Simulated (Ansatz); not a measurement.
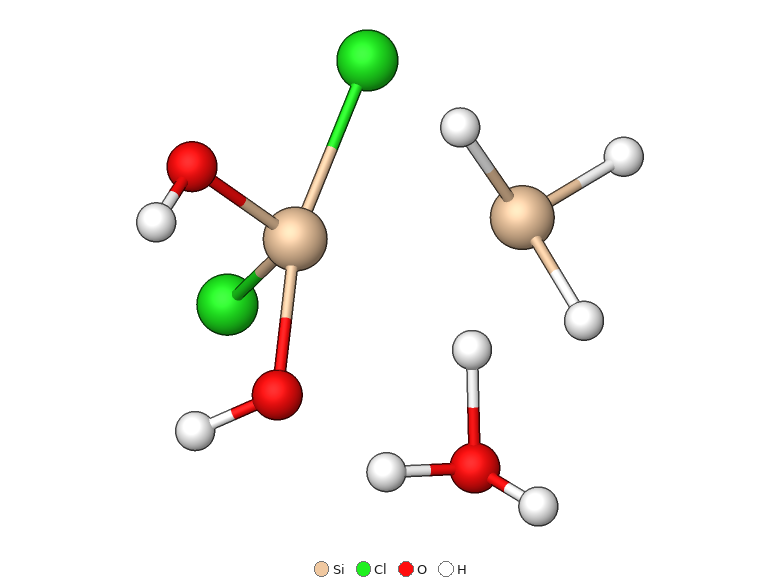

Sticks follow a distance rule. Harmonic vibrations computed with RKS PBE0-D4/def2-TZVP (Ansatz 0.2.0) at a stationary point of the same level.

Minimum or transition state?

A first-order saddle point: one imaginary frequency, 1089i cm⁻¹.

How many vibrational modes are there, and where do they lie?

39 modes: 1089i, 56, 80, 140, 162, 211, 227, 229, 273, 310, 311, 322, 388, 407, 457, 466, 497, 524, 540, 570, 628, 649, 849, 894, 903, 924, 959, 963, 1022, 1281, 1549, 1592, 2137, 2249, 2276, 2760, 3828, 3832, 3897 cm⁻¹.
